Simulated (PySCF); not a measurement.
SMILES B/C=C\N at its PBE0/def2-SVP optimised geometry (Å):

```
10

B      1.4123     0.5663    -0.0014
C      0.5645    -0.6784     0.0000
C     -0.8124    -0.6784     0.0000
N     -1.6197     0.3925     0.0000
H      0.9035     1.6761    -0.0026
H      2.6227     0.5164    -0.0016
H      1.0136    -1.6761     0.0004
H     -1.3607    -1.6301     0.0002
H     -2.6227     0.2968    -0.0015
H     -1.2180     1.3221    -0.0009
```

Calculation: PBE0/def2-TZVP (PySCF). Cells within 0.4 Å of a nucleus heavier than hydrogen are left out (blank, or x).

Map of the log10 of the electron density (e/bohr³), floored at −4 on the plane z = 0.0 Å:

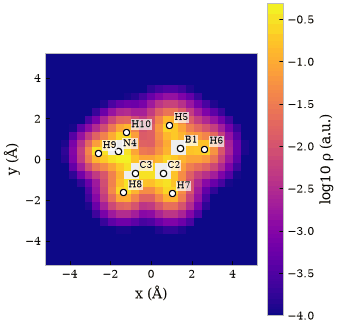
*Log10 of the electron density (e/bohr³), floored at −4 on the plane z = 0.0 Å.*
